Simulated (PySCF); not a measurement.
# HNO (nitroxyl): PBE/def2-TZVPPD

Aim: the energy change on altering one bond length of HNO (nitroxyl) at PBE/def2-TZVPPD, from 2 runs. 

The results are computed with PySCF 2.14.0.

5 further runs of the same task are left out: 5 set aside as unsound or not needed. Runs told in other sessions of the task aren't counted.

### 1 The system as given

The species is HNO (3 atoms), meant as a singlet with charge 0. As SMILES, `N=O`. The shape is that of a GFN2-xTB optimisation.

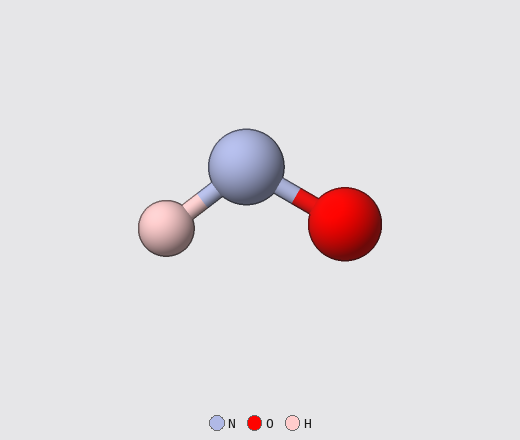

Viewed from a chosen angle; nitrogen light blue, oxygen red, hydrogen pink.

### 2 A single-point energy at PBE/def2-TZVPPD

calc.py reads:

```python
# nitroxyl
from pyscf import gto, dft

mol = gto.Mole()
mol.atom = [
    ('N', (-0.275940, 0.297220, -0.114780)),
    ('O', (0.768580, 0.418030, 0.466150)),
    ('H', (-0.492640, -0.715240, -0.351380)),
]
mol.max_memory = 1860
mol.verbose = 3
mol.basis = 'def2-tzvppd'
mol.build()

mf = dft.RKS(mol)
mf.xc = 'pbe'
mf.conv_tol = 1e-10
mf.grids.level = 5
mf.kernel()
if not mf.converged:
    mf = mf.newton().run(mf.mo_coeff, mf.mo_occ)

e_tot = mf.e_tot
print('E = %.10f Eh' % e_tot)
```

On the command line:

```
OMP_NUM_THREADS=1 python calc.py
```

The program printed:

```text
converged SCF energy = -130.39791038466
E = -130.3979103847 Eh
```

Run time: 6.9 s. Hardware: 1 thread of Arm Neoverse V1, shared host; peak memory 0.44 GiB.

### 3 The distorted shape

run.py reads:

```python
from pyscf import gto, dft

system = gto.M(
    atom=[
    ('N', (-0.210931, 0.600954, -0.043801)),
    ('O', (0.833589, 0.721764, 0.537129)),
    ('H', (-0.492640, -0.715240, -0.351380)),
],
    max_memory=1860,
    charge=0,
    basis='def2-tzvppd',
    verbose=3,
)

mf = dft.RKS(system, xc='pbe')
mf.grids.level = 5
mf.conv_tol = 1e-10
mf.kernel()
if not mf.converged:
    mf = mf.newton().run(mf.mo_coeff, mf.mo_occ)

etot = mf.e_tot
print(f'total energy: {etot:.8f} hartree')
```

On the command line:

```
OMP_NUM_THREADS=1 python run.py
```

The program printed:

```text
converged SCF energy = -130.378146025818
total energy: -130.37814603 hartree
```

It took 7.5 s on 1 thread of Arm Neoverse V1, shared host; peak memory 0.44 GiB.

### 4 Summary of results

At PBE/def2-TZVPPD:

| quantity | value |
| --- | --- |
| first shape: total energy | -130.39791 Eh |
| first shape: dipole moment | 1.55 D |
| first shape: HOMO energy | -5.45 eV |
| first shape: LUMO energy | -4.38 eV |
| first shape: HOMO–LUMO gap | 1.08 eV |
| distorted shape: total energy | -130.37815 Eh |
| distorted shape: dipole moment | 0.61 D |
| distorted shape: HOMO energy | -5.84 eV |
| distorted shape: LUMO energy | -4.59 eV |
| distorted shape: HOMO–LUMO gap | 1.25 eV |
| energy change with the N1–H3 bond stretched from 1.062 to 1.381 Å | 0.538 eV |

**Reading.** With the N1–H3 bond stretched from 1.062 to 1.381 Å the energy rises by 0.54 eV (51.9 kJ/mol). The first shape isn't relaxed at this level, so the change isn't measured from a minimum. Mulliken charges (distorted shape) run from -0.12 on O2 to +0.07 on N1; in a basis this large or diffuse they mean little.
